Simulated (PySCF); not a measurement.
FH9OSi4

The calculation's input:

```
{"job": {"kind": "nmr", "xc": "PBE0", "basis": "pcSseg-1"}, "charge": 0, "multiplicity": 1}
F     -1.997995    -2.568918    -0.081976
Si    -1.298053    -1.218554    -0.681595
Si    -2.507478     0.600349     0.108334
Si     0.929346    -1.394341    -0.134060
O      1.431590     0.132190    -0.402954
Si     2.400954     1.425043    -0.363864
H     -1.564811    -1.446087    -2.113678
H     -1.653164     1.483251     0.912278
H     -3.648221     0.236920     0.956409
H     -3.054019     1.428871    -0.973547
H      1.797581    -2.261906    -0.943208
H      1.241735    -1.702849     1.269143
H      2.865359     1.605166     1.009768
H      3.515458     1.175201    -1.274899
H      1.537304     2.513654    -0.813717
```

Run with:

```sh
OMP_NUM_THREADS=1 python probes_run.py task.json out
```

Geometry: GFN2-xTB.

Level of theory: PySCF, PBE0/pcSseg-1, SCF density, gas phase, non-relativistic.

### What can the converged electron density and electron localisation function tell about the bonding?

Si–O (1.62 Å): ρ is about 1.1 e/Å³ halfway; the ELF peaks at about 0.85 between the atoms (a short, strongly polar bond).
Si–Si (2.30 Å): the density is about 0.71 e/Å³ at the midpoint; the ELF peaks at about 1 between the atoms; a shared electron pair.
Si–H (1.46 Å): ρ is about 0.83 e/Å³ halfway; the ELF climbs to about 1 towards the hydrogen, as it does in any bond to H.

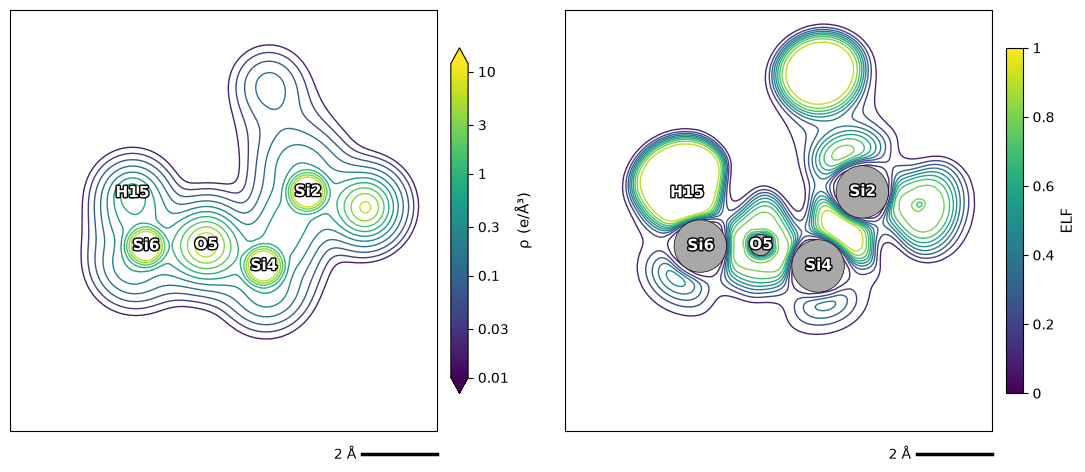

Computed electron density and electron localisation function on the plane of atoms Si2, Si4 and O5, in this order. Grey discs cover the atomic cores in the ELF map. 
